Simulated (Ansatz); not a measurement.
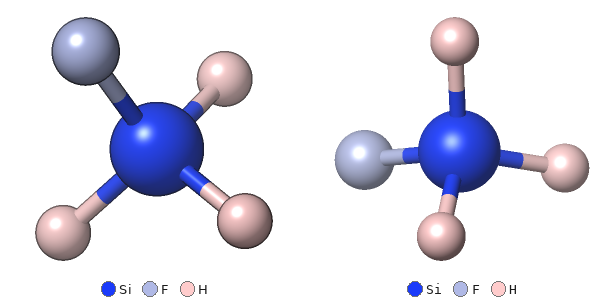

The same structure drawn twice, from different directions.

> Give the formula.

FH3Si, 5 atoms: 1 fluorine, 3 hydrogen and 1 silicon.

> How many bonds of each kind are drawn?

3 Si–H, 1 F–Si. Sticks follow a distance rule.

> How many sets of symmetry-equivalent atoms are there?

3: 1 Si, 1 F, 3 H.

> Which point group does it belong to?

C3v.

The parts below concern this one geometry. Atoms keep their numbers from picture to picture. Computed geometry: PBE0-D4/def2-TZVP optimisation.

Electronic properties

Level of theory: RKS PBE0-D4/def2-TZVPP (Ansatz 0.2.0).

What does the calculation give?

- HOMO energy (Kohn–Sham orbital): −9.77 eV
- LUMO energy (Kohn–Sham orbital): −0.13 eV
- HOMO–LUMO gap: 9.64 eV

Thermal motion

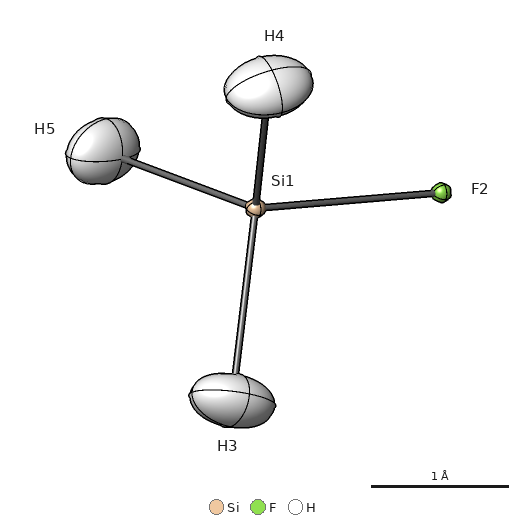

Displacement ellipsoids at the 50 % level, enlarged 1.5 times, from the internal vibrations of the free molecule (harmonic, no overall translation or rotation; no half-axis is drawn under 0.075 Å). Vibrations computed with RKS PBE0-D4/def2-TZVP (Ansatz 0.2.0). Temperature: 400 K.

> Which atom has the largest mean-square displacement?

H3, H4, H5, with U_eq = 0.0134 Å².

> Does H4 move more along its bond or across it?

Across it: the root-mean-square amplitude is 0.085 Å along the bond and up to 0.146 Å across, since bending and torsion are softer than stretching.

List U_eq and the three principal root-mean-square amplitudes for each kind of atom.

```csv
atom,U_eq (Å²),rms amplitudes (Å)
Si1,0.00019,"0.011, 0.011, 0.018"
F2,0.00029,"0.009, 0.009, 0.026"
"H3, H4, H5",0.0134,"0.085, 0.108, 0.146"
```

Charges

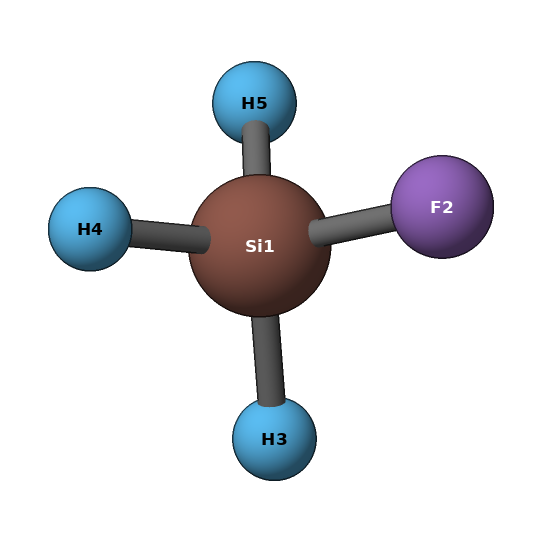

The questions are on Mulliken charges. Level of theory: RKS PBE0-D4/def2-TZVP (Ansatz 0.2.0).

List the Mulliken charges.

```json
{"atom": "Si1", "value (e)": "0.41"}
{"atom": "F2", "value (e)": "−0.32"}
{"atom": "H3", "value (e)": "−0.03"}
{"atom": "H4", "value (e)": "−0.03"}
{"atom": "H5", "value (e)": "−0.03"}
```

Mulliken values depend strongly on the basis set and can even reverse the polarity of a bond.
